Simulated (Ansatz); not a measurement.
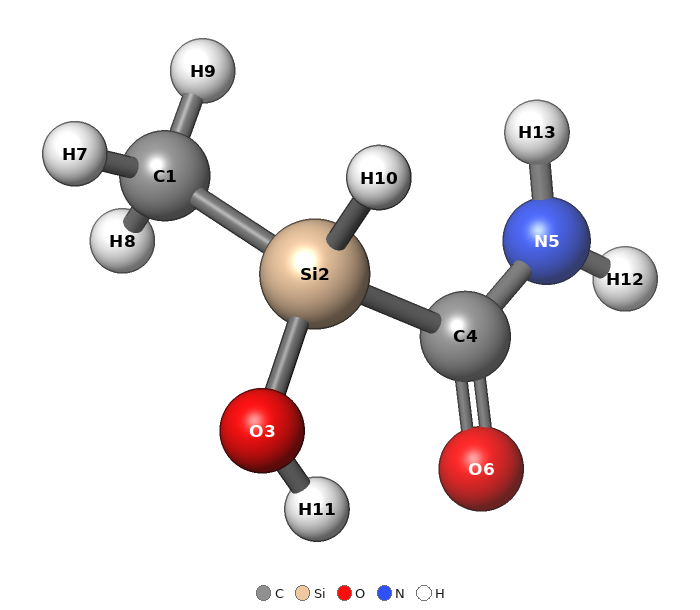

The atoms are numbered. Computed geometry: PBE0-D4/def2-TZVP optimisation. No frequency run is at hand to confirm it as a minimum.

Which atoms are bonded, and how long are the bonds?

```tsv
bond	length (Å)	order
C1–Si2	1.859	single
C1–H7	1.093	single
C1–H8	1.092	single
C1–H9	1.094	single
Si2–O3	1.637	single
Si2–C4	1.928	single
Si2–H10	1.490	single
O3–H11	0.968	single
C4–N5	1.349	single
C4–O6	1.225	double
N5–H12	1.009	single
N5–H13	1.004	single
```
